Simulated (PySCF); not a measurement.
C5H5O2S (SMILES [O][C@H](O)c1ccsc1) (doublet)

```
atom    x (Å)    y (Å)    z (Å)
   O  -2.2063   1.1463   0.0957
   C  -1.5228   0.1148  -0.2127
   O  -1.9380  -1.1148   0.3239
   C   0.0129   0.2351  -0.0784
   C   0.8900  -0.8758  -0.1515
   C   2.1784  -0.5078   0.0439
   S   2.3396   1.1925   0.2910
   C   0.6500   1.4181   0.1265
   H  -1.5364  -0.0485  -1.3405
   H  -2.6853  -0.9400   0.9109
   H   0.5513  -1.8823  -0.3097
   H   3.0525  -1.1271   0.0659
   H   0.2097   2.3900   0.2172
```

Geometry: GFN2-xTB.

Method: PySCF 2.14.0, density-fitted response routines, UKS B3LYP, pcH-1 on C H O S, non-relativistic, mean-field spin-orbit, GIAO.

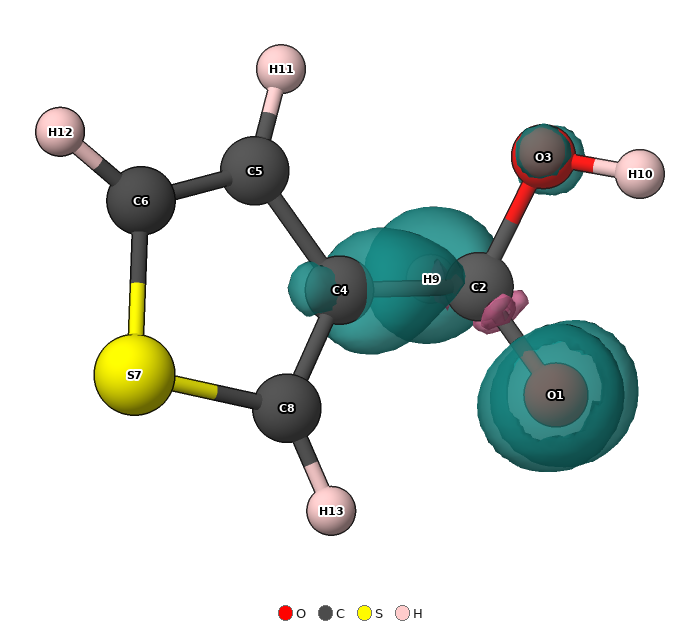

Figure 1. Isosurfaces of the spin density at +0.04 (teal) and −0.04 e/Å³ (pink), seen at a tilt.

> Where is the unpaired spin?

The unpaired spin (1 electron) lies mostly on O1 (about 0.6), H9 (about 0.1), C4 (about 0.1) and C2 (about 0.1), in electrons by Hirshfeld's partition.

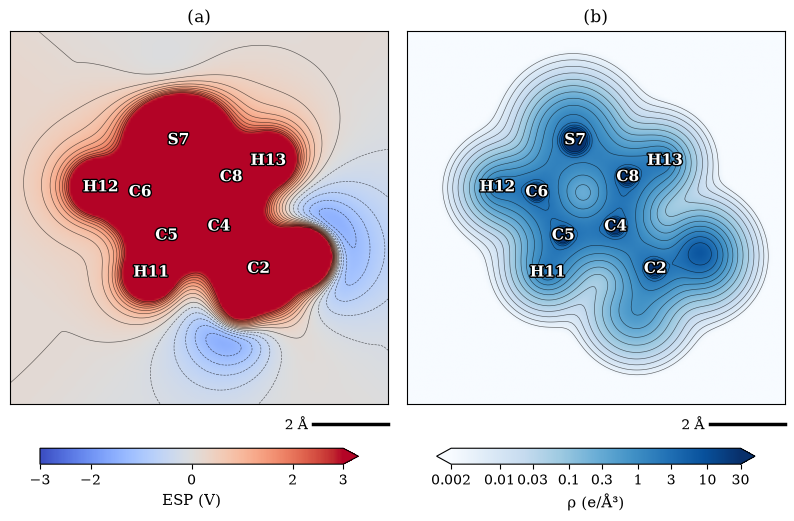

Figure 2. (a) electrostatic potential; (b) total electron density on the plane of atoms C4, C5 and C6.

> Interpret the plot.

- The section cuts through C, S and H sites.
- C–C (1.35 Å): the density is about 2.2 e/Å³ at the midpoint.
- C–S (1.71 Å): ρ at the midpoint is about 1.5 e/Å³.
- C–C (1.42 Å): ρ at the midpoint is about 2 e/Å³.
- C–C (1.55 Å): the density is about 1.6 e/Å³ at the midpoint.
- Outside the dense part of the molecule the potential is most negative (−1.5 V) near O3, which lies off the plane.

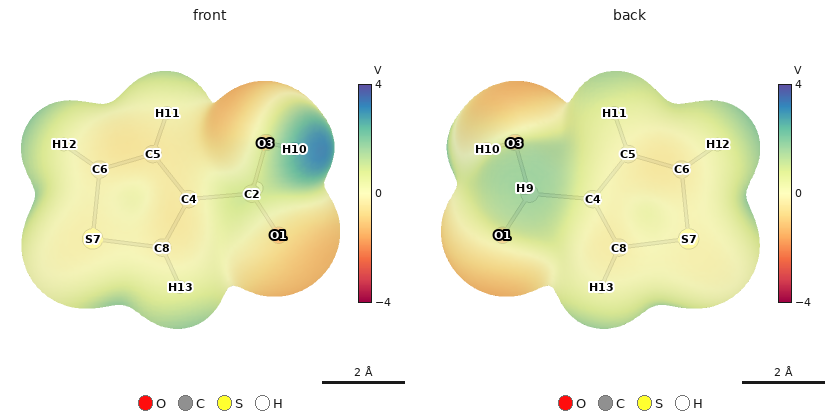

Figure 3. The molecular electrostatic potential painted on the density surface at 0.004 e/bohr³, seen from the front and from behind; the colour scale runs from red (negative) to blue (positive).

> Which sites attract a positive test charge, and which a negative one?

A positive charge is drawn to the negative regions and a negative charge to the positive ones. The most negative region (about −1.4 V, or −32 kcal/mol for a unit charge) lies over O1 and O3, the most positive (about +3.1 V, or +71 kcal/mol for a unit charge) over H10.
